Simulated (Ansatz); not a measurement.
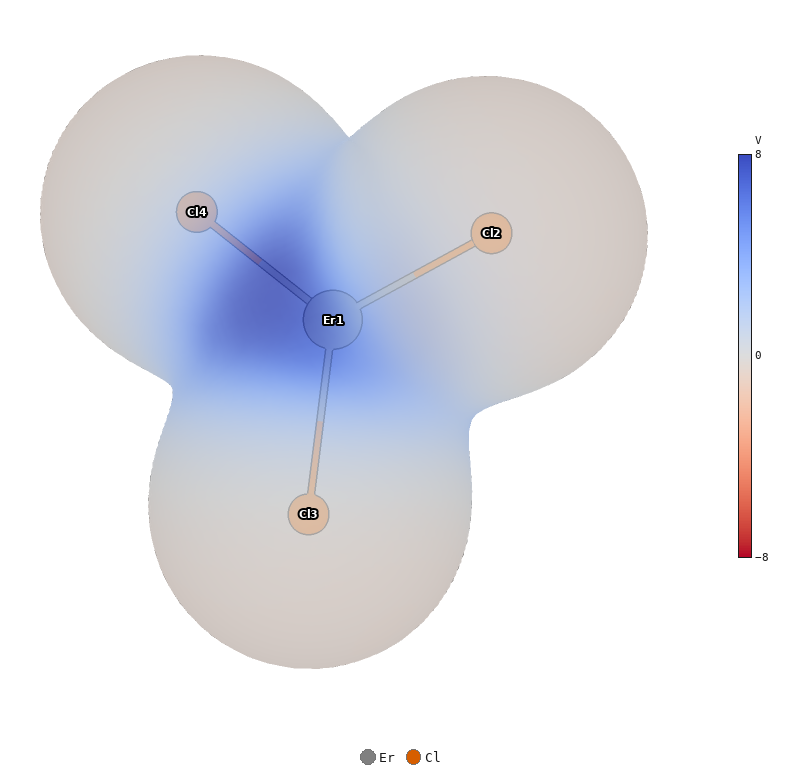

*Cl$_{3}$Er (ErCl3) (quartet). The molecular electrostatic potential painted on the density surface at 0.002 e/bohr³, seen at a tilt; red is negative and blue positive.*

Geometry: r2SCAN-D4/def2-SVP.

The calculation used UKS PBE0-D4/def2-TZVP (Ansatz).

**Where is the surface potential most negative and most positive?**

The most negative region (about −0.4 V) lies over Cl2, Cl3 and Cl4, the most positive (about +7.7 V) over Er1.
